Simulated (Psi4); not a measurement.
**Frequency calculation of P4 (part 2 of 2)**

The same run, continued: P4, SMILES p12p3p1p23; HF/aug-cc-pVDZ, RHF (Psi4 1.11). The geometry was optimised with hf/aug-cc-pVDZ.

Geometry of the input (Å):
```
P  -0.6776  -0.1645  1.1588
P  1.3140  0.1539  0.2678
P  -0.1670  -1.1083  -0.7670
P  -0.4656  1.0732  -0.6535
```

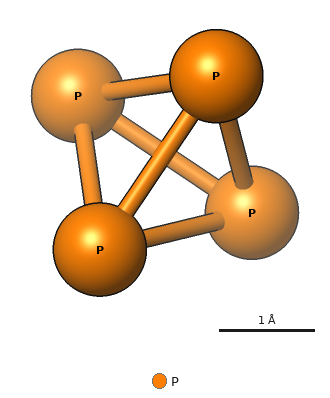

Figure 1. The structure (ball-and-stick view, seen at a tilt).

### Log, continued
```
      31A      0.042867    32A      0.042874    33A      0.042903
      34A      0.068449    35A      0.081063    36A      0.081086
      37A      0.081137    38A      0.103413    39A      0.103415
      40A      0.103439    41A      0.112157    42A      0.112177
      43A      0.151692    44A      0.151699    45A      0.151760
      46A      0.165246    47A      0.166408    48A      0.166420
      49A      0.166440    50A      0.234646    51A      0.234654
      52A      0.234678    53A      0.285379    54A      0.298092
      55A      0.298139    56A      0.298180    57A      0.391651
      58A      0.391657    59A      0.414042    60A      0.414050
      61A      0.414135    62A      0.435908    63A      0.435948
      64A      0.448828    65A      0.448885    66A      0.448919
      67A      0.468168    68A      0.468193    69A      0.468224
      70A      0.511115    71A      0.511139    72A      0.511148
      73A      0.728269    74A      0.778634    75A      0.778663
      76A      0.778739    77A      0.796606    78A      0.813446
      79A      0.813449    80A      0.813450    81A      0.821524
      82A      0.821573    83A      0.892451    84A      0.892463
      85A      0.892583    86A      0.917757    87A      0.917778
      88A      0.961804    89A      0.961862    90A      0.961885
      91A      0.996583    92A      0.996692    93A      0.996755
      94A      1.028877    95A      1.028989    96A      1.048987
      97A      1.049082    98A      1.049189    99A      1.078340
     100A      1.078362   101A      1.078562   102A      1.232896
     103A      1.232978   104A      1.233184   105A      1.493285
     106A      1.875286   107A      1.875328   108A      1.875378

    Final Occupation by Irrep:
              A
    DOCC [    30 ]
    NA   [    30 ]
    NB   [    30 ]

  @DF-RHF Final Energy: -1362.99378515712897

   => Energetics <=

    Nuclear Repulsion Energy =            324.0395221759741275
    One-Electron Energy =               -2532.8135108352171301
    Two-Electron Energy =                 845.7802035021140910
    Total Energy =                      -1362.9937851571289684

Computation Completed

Properties will be evaluated at   0.000000,   0.000000,   0.000000 [a0]

Properties computed using the SCF density matrix

 Multipole Moments:

 ------------------------------------------------------------------------------------
     Multipole            Electronic (a.u.)      Nuclear  (a.u.)        Total (a.u.)
 ------------------------------------------------------------------------------------

 L = 1.  Multiply by 2.5417464519 to convert [e a0] to [Debye]
 Dipole X            :          0.0000803            0.0000000            0.0000803
 Dipole Y            :         -0.0001232            0.0000000           -0.0001232
 Dipole Z            :         -0.0000849           -0.0000000           -0.0000849
 Magnitude           :                                                    0.0001699

 ------------------------------------------------------------------------------------

	total time  =          1 seconds =       0.02 minutes

         ------------------------------------------------------------
                                   SCF HESS
         ------------------------------------------------------------

  ==> Geometry <==

    Molecular point group: c1
    Full point group: C1

    Geometry (in Angstrom), charge = 0, multiplicity = 1:

       Center              X                  Y                   Z               Mass
    ------------   -----------------  -----------------  -----------------  -----------------
         P           -0.678561000000    -0.153095000000     1.157275250000    30.973761998420
         P            1.313086000000     0.165339000000     0.266247250000    30.973761998420
         P           -0.167968000000    -1.096862000000    -0.768520750000    30.973761998420
         P           -0.466557000000     1.084618000000    -0.655001750000    30.973761998420

  Nuclear repulsion =  324.039522175974128

  ==> Basis Set <==

  Basis Set: AUG-CC-PVDZ
    Blend: AUG-CC-PVDZ
    Number of shells: 44
    Number of basis functions: 108
    Number of Cartesian functions: 116
    Spherical Harmonics?: true
    Max angular momentum: 2

  ==> DFJKGrad: Density-Fitted SCF Gradients <==

    Gradient:                    2
    J tasked:                  Yes
    K tasked:                  Yes
    wK tasked:                  No
    Integrals threads:           1
    Memory [MiB]:             1144
    Schwarz Cutoff:          1E-12
    Fitting Condition:       1E-10

   => Auxiliary Basis Set <=

  Basis Set: (AUG-CC-PVDZ AUX)
    Blend: AUG-CC-PVDZ-JKFIT
    Number of shells: 160
    Number of basis functions: 512
    Number of Cartesian functions: 600
    Spherical Harmonics?: true
    Max angular momentum: 3

  DFHelper Memory: AOs need 0.048 GiB; user supplied 1.341 GiB.
  SCF_SUBTYPE=INCORE selected. In-core MEM_DF algorithm will be used.
  Using in-core AOs.

  ==> MemDFJK: Density-Fitted J/K Matrices <==

    J tasked:                   Yes
    K tasked:                   Yes
    wK tasked:                   No
    Memory [MiB]:              1373
    Algorithm:                 Core
    Schwarz Cutoff:           1E-12
    Mask sparsity (%):       0.0000
    Fitting Condition:        1E-10

   => Auxiliary Basis Set <=

  Basis Set: (AUG-CC-PVDZ AUX)
    Blend: AUG-CC-PVDZ-JKFIT
    Number of shells: 160
    Number of basis functions: 512
    Number of Cartesian functions: 600
    Spherical Harmonics?: true
    Max angular momentum: 3

   ==> Coupled-Perturbed RHF Solver <==

    Maxiter             =         100
    Convergence         =   1.000E-06
    Number of equations =          12
   -----------------------------------------------------
     Iter   Residual RMS      Max RMS  Remain  Time [s]
   -----------------------------------------------------
        1      6.431e-01    7.100e-01      12         1
        2      2.106e-01    2.124e-01      12         1
        3      7.033e-02    8.485e-02      12         2
        4      2.476e-02    2.688e-02      12         2
        5      6.583e-03    6.953e-03      12         3
        6      1.407e-03    1.553e-03      12         3
        7      4.411e-04    5.042e-04      12         4
        8      1.119e-04    1.187e-04      12         4
        9      4.811e-05    5.734e-05      12         5
       10      1.978e-05    2.287e-05      12         5
       11      7.040e-06    8.147e-06      12         6
       12      1.873e-06    2.077e-06      12         6
       13      5.615e-07    6.174e-07       0         7
  ## Total Hessian (Symmetry 0) ##
  Irrep: 1 Size: 12 x 12

                 1                   2                   3                   4                   5

    1     0.12876637270917     0.01095944732569    -0.08316498587840    -0.11149230302943    -0.01733407456806
    2     0.01095944732569     0.08260301546085    -0.01870474562648    -0.01618930971061    -0.01054049993844
    3    -0.08316498587840    -0.01870474562648     0.22205091223531     0.03882977743739     0.00605956545471
    4    -0.11149230302943    -0.01618930971061     0.03882977743739     0.26290112772783     0.02319029018004
    5    -0.01733407456806    -0.01054049993844     0.00605956545471     0.02319029018004     0.08315515699751
    6     0.06087261777547     0.00908044015318    -0.02231794084507     0.03727651288645     0.00480843150944
    7    -0.01243626070773     0.02082722745764     0.02964168250985    -0.06197041235888    -0.06231565854581
    8     0.01152159094779    -0.02643434943370    -0.04076871241994    -0.04400317291304    -0.04742305244202
    9     0.02034895731250    -0.05875148138974    -0.10571216554078    -0.03637317381695    -0.03432391504943
   10    -0.00483780822798    -0.01559736491766     0.01469352459604    -0.08943841240804     0.05645944299099
   11    -0.00514696352109    -0.04562816612717     0.05341389283736     0.03700219261788    -0.02519160408868
   12     0.00194341062776     0.06837578651054    -0.09402080582178    -0.03973311667098     0.02345591793954

                 6                   7                   8                   9                  10

    1     0.06087261777547    -0.01243626070773     0.01152159094779     0.02034895731250    -0.00483780822798
    2     0.00908044015318     0.02082722745764    -0.02643434943370    -0.05875148138974    -0.01559736491766
    3    -0.02231794084507     0.02964168250985    -0.04076871241994    -0.10571216554078     0.01469352459604
    4     0.03727651288645    -0.06197041235888    -0.04400317291304    -0.03637317381695    -0.08943841240804
    5     0.00480843150944    -0.06231565854581    -0.04742305244202    -0.03432391504943     0.05645944299099
    6     0.08769442457100    -0.04888146307197    -0.03218007601378    -0.03551301688336    -0.04926766758775
    7    -0.04888146307197     0.08330875712476     0.01971987540231     0.01382085715929    -0.00890208424508
    8    -0.03218007601378     0.01971987540231     0.20776963744375     0.08952029950180     0.01276170676959
    9    -0.03551301688336     0.01382085715929     0.08952029950180     0.14288171870563     0.00220335977017
   10    -0.04926766758775    -0.00890208424508     0.01276170676959     0.00220335977017     0.10317830502205
   11     0.01829120463355     0.02176855558617    -0.13391223646505     0.00355509639109    -0.05362378498153
   12    -0.02986346653486     0.00541892330035    -0.01657151157253    -0.00165653680493     0.03237078312397

                11                  12

    1    -0.00514696352109     0.00194341062776
    2    -0.04562816612717     0.06837578651054
    3     0.05341389283736    -0.09402080582178
    4     0.03700219261788    -0.03973311667098
    5    -0.02519160408868     0.02345591793954
    6     0.01829120463355    -0.02986346653486
    7     0.02176855558617     0.00541892330035
    8    -0.13391223646505    -0.01657151157253
    9     0.00355509639109    -0.00165653680493
   10    -0.05362378498153     0.03237078312397
   11     0.20473200759578    -0.07526019326097
   12    -0.07526019326097     0.12554080874761

	total time  =         69 seconds =       1.15 minutes

  ==> Harmonic Vibrational Analysis <==

  non-mass-weighted Hessian:       Symmetric? True   Hermitian? True   Lin Dep Dim?  0 (0)
  projection of translations (True) and rotations (True) removed 6 degrees of freedom (6)
  total projector:                 Symmetric? True   Hermitian? True   Lin Dep Dim?  6 (6)
  mass-weighted Hessian:           Symmetric? True   Hermitian? True   Lin Dep Dim?  0 (0)
  pre-proj  low-frequency mode:    0.0000i [cm^-1]
  pre-proj  low-frequency mode:    0.0000i [cm^-1]
  pre-proj  low-frequency mode:    0.0000i [cm^-1]
  pre-proj  low-frequency mode:    0.0096  [cm^-1]
  pre-proj  low-frequency mode:    0.0145  [cm^-1]
  pre-proj  low-frequency mode:    5.3319  [cm^-1]
  pre-proj  all modes:['5.1726i' '4.6492i' '0.0137i' '0.0096' '0.0145' '5.3319' '387.3618'
 '387.5544' '496.4415' '496.6612' '496.9234' '662.9744']
  projected mass-weighted Hessian: Symmetric? True   Hermitian? True   Lin Dep Dim?  6 (6)
  post-proj low-frequency mode:    0.0000i [cm^-1] (TR)
  post-proj low-frequency mode:    0.0000i [cm^-1] (TR)
  post-proj low-frequency mode:    0.0000i [cm^-1] (TR)
  post-proj low-frequency mode:    0.0000i [cm^-1] (TR)
  post-proj low-frequency mode:    0.0000  [cm^-1] (TR)
  post-proj low-frequency mode:    0.0000  [cm^-1] (TR)
  post-proj  all modes:['0.0000i' '0.0000i' '0.0000i' '0.0000i' '0.0000' '0.0000' '387.3618'
 '387.5544' '496.4415' '496.6612' '496.9234' '662.9744']

  Vibration                       7                   8                   9
  Freq [cm^-1]                 387.3618            387.5544            496.4415
  Irrep                           A                   A                   A
  Reduced mass [u]             30.9738             30.9738             30.9738
  Force const [mDyne/A]         2.7383              2.7410              4.4976
  Turning point v=0 [a0]        0.1002              0.1001              0.0885
  RMS dev v=0 [a0 u^1/2]        0.3942              0.3941              0.3482
  IR activ [km/mol]             0.0000              0.0000              1.2108
  Char temp [K]                557.3274            557.6044            714.2688
  ----------------------------------------------------------------------------------
      1   P                0.39  0.19  0.25   -0.19  0.46 -0.05   -0.43 -0.10  0.15
      2   P               -0.07 -0.18  0.46    0.09 -0.46 -0.16    0.49  0.04 -0.18
      3   P               -0.07  0.29 -0.40    0.49 -0.01 -0.09   -0.08  0.52  0.08
      4   P               -0.25 -0.30 -0.31   -0.40  0.01  0.31    0.02 -0.46 -0.06

  Vibration                       10                  11                  12
  Freq [cm^-1]                 496.6612            496.9234            662.9744
  Irrep                           A                   A                   A
  Reduced mass [u]             30.9738             30.9738             30.9738
  Force const [mDyne/A]         4.5016              4.5063              8.0212
  Turning point v=0 [a0]        0.0885              0.0884              0.0766
  RMS dev v=0 [a0 u^1/2]        0.3482              0.3481              0.3013
  IR activ [km/mol]             1.2100              1.2083              0.0000
  Char temp [K]                714.5849            714.9621            953.8726
  ----------------------------------------------------------------------------------
      1   P               -0.17  0.21  0.45   -0.05 -0.27  0.42   -0.25 -0.06  0.43
      2   P               -0.33  0.22 -0.23   -0.35 -0.28 -0.24    0.49  0.06  0.10
      3   P                0.10 -0.16 -0.44    0.34  0.27  0.22   -0.06 -0.41 -0.29
      4   P                0.41 -0.28  0.22    0.06  0.28 -0.40   -0.17  0.40 -0.24

  ==> Thermochemistry Components <==

  Entropy, S
    Electronic S                             0.000 [cal/(mol K)]        0.000 [J/(mol K)]       0.00000000 [mEh/K] (multiplicity = 1)
    Translational S                         40.357 [cal/(mol K)]      168.852 [J/(mol K)]       0.06431245 [mEh/K] (mol. weight = 123.8950 [u], P = 101325.00 [Pa])
    Rotational S                            26.544 [cal/(mol K)]      111.058 [J/(mol K)]       0.04229992 [mEh/K] (symmetry no. = 1)
    Vibrational S                            4.372 [cal/(mol K)]       18.294 [J/(mol K)]       0.00696787 [mEh/K]
  Total S                                   71.273 [cal/(mol K)]      298.205 [J/(mol K)]       0.11358024 [mEh/K]
  Correction S                               0.000 [cal/(mol K)]        0.000 [J/(mol K)]       0.00000000 [mEh/K]

  Constant volume heat capacity, Cv
    Electronic Cv                            0.000 [cal/(mol K)]        0.000 [J/(mol K)]       0.00000000 [mEh/K]
    Translational Cv                         2.981 [cal/(mol K)]       12.472 [J/(mol K)]       0.00475022 [mEh/K]
    Rotational Cv                            2.981 [cal/(mol K)]       12.472 [J/(mol K)]       0.00475022 [mEh/K]
    Vibrational Cv                           7.668 [cal/(mol K)]       32.082 [J/(mol K)]       0.01221951 [mEh/K]
  Total Cv                                  13.629 [cal/(mol K)]       57.026 [J/(mol K)]       0.02171994 [mEh/K]
  Correction Cv                              0.000 [cal/(mol K)]        0.000 [J/(mol K)]       0.00000000 [mEh/K]

  Constant pressure heat capacity, Cp
    Electronic Cp                            0.000 [cal/(mol K)]        0.000 [J/(mol K)]       0.00000000 [mEh/K]
    Translational Cp                         4.968 [cal/(mol K)]       20.786 [J/(mol K)]       0.00791703 [mEh/K]
    Rotational Cp                            2.981 [cal/(mol K)]       12.472 [J/(mol K)]       0.00475022 [mEh/K]
    Vibrational Cp                           7.668 [cal/(mol K)]       32.082 [J/(mol K)]       0.01221951 [mEh/K]
  Total Cp                                  15.617 [cal/(mol K)]       65.340 [J/(mol K)]       0.02488675 [mEh/K]
  Correction Cp                              0.000 [cal/(mol K)]        0.000 [J/(mol K)]       0.00000000 [mEh/K]

  ==> Thermochemistry Energy Analysis <==

  Raw electronic energy, E_e
  Total E_e, Electronic energy at well bottom                                         -1362.99378516 [Eh]

  Zero-point vibrational energy, ZPVE = Sum_i omega_i / 2,  E_0 = E_e + ZPVE
    Vibrational ZPVE                         4.186 [kcal/mol]       17.513 [kJ/mol]       0.00667028 [Eh]        1463.958 [cm^-1]
  Correction ZPVE to E_e                     4.186 [kcal/mol]       17.513 [kJ/mol]       0.00667028 [Eh]        1463.958 [cm^-1]
  Total E_0, Enthalpy at 0 [K]                                                        -1362.98711487 [Eh]
  *** Absolute enthalpy, not an enthalpy of formation ***

  Thermal (internal) energy, E (includes ZPVE and finite-temperature corrections)
    Electronic contrib to E beyond E_e       0.000 [kcal/mol]        0.000 [kJ/mol]       0.00000000 [Eh]
    Translational contrib to E               0.889 [kcal/mol]        3.718 [kJ/mol]       0.00141628 [Eh]
    Rotational contrib to E                  0.889 [kcal/mol]        3.718 [kJ/mol]       0.00141628 [Eh]
    Vibrational contrib to E                 5.097 [kcal/mol]       21.324 [kJ/mol]       0.00812199 [Eh]
  Correction E                               6.874 [kcal/mol]       28.761 [kJ/mol]       0.01095454 [Eh]
  Total E, Thermal (internal) energy at  298.15 [K]                                   -1362.98283062 [Eh]

  Enthalpy, H_trans = E_trans + k_B * T = E_trans + P * V
    Electronic contrib to H beyond E_e       0.000 [kcal/mol]        0.000 [kJ/mol]       0.00000000 [Eh]
    Translational contrib to H               1.481 [kcal/mol]        6.197 [kJ/mol]       0.00236046 [Eh]
    Rotational contrib to H                  0.889 [kcal/mol]        3.718 [kJ/mol]       0.00141628 [Eh]
    Vibrational contrib to H                 5.097 [kcal/mol]       21.324 [kJ/mol]       0.00812199 [Eh]
  Correction H                               7.467 [kcal/mol]       31.240 [kJ/mol]       0.01189873 [Eh]
  Total H, Enthalpy at  298.15 [K]                                                    -1362.98188643 [Eh]
  *** Absolute enthalpy, not an enthalpy of formation ***

  Gibbs free energy, G = H - T * S
    Electronic contrib to G beyond E_e       0.000 [kcal/mol]        0.000 [kJ/mol]       0.00000000 [Eh]
    Translational contrib to G             -10.551 [kcal/mol]      -44.146 [kJ/mol]      -0.01681430 [Eh]
    Rotational contrib to G                 -7.025 [kcal/mol]      -29.394 [kJ/mol]      -0.01119544 [Eh]
    Vibrational contrib to G                 3.793 [kcal/mol]       15.870 [kJ/mol]       0.00604452 [Eh]
  Correction G                             -13.783 [kcal/mol]      -57.670 [kJ/mol]      -0.02196522 [Eh]
  Total G, Gibbs energy at  298.15 [K]                                                -1363.01575038 [Eh]
  *** Absolute Gibbs energy, not a free energy of formation ***

    Psi4 run time: 0:01:13.76
```

### Standard output
```
Warning: used thermodynamics relations inappropriate for low-frequency modes: ['387.3618' '387.5544' '496.4415' '496.6612' '496.9234']
```

### Key numbers

```json
{"quantity": "outcome", "value": "converged"}
{"quantity": "total energy", "value": "−1362.993785 hartree"}
{"quantity": "basis functions", "value": "108"}
{"quantity": "HOMO", "value": "−9.70 eV"}
{"quantity": "LUMO", "value": "1.17 eV"}
{"quantity": "zero-point energy", "value": "0.006670 hartree"}
{"quantity": "dipole moment", "value": "0.00 D"}
{"quantity": "wavenumbers, lowest and highest", "value": "387 and 663 cm⁻¹"}
{"quantity": "hardware", "value": "1 thread of Intel Xeon (Sapphire Rapids), 64 GiB of memory available, shared host"}
{"quantity": "wall time", "value": "75 s"}
{"quantity": "peak memory", "value": "0.46 GiB"}
```
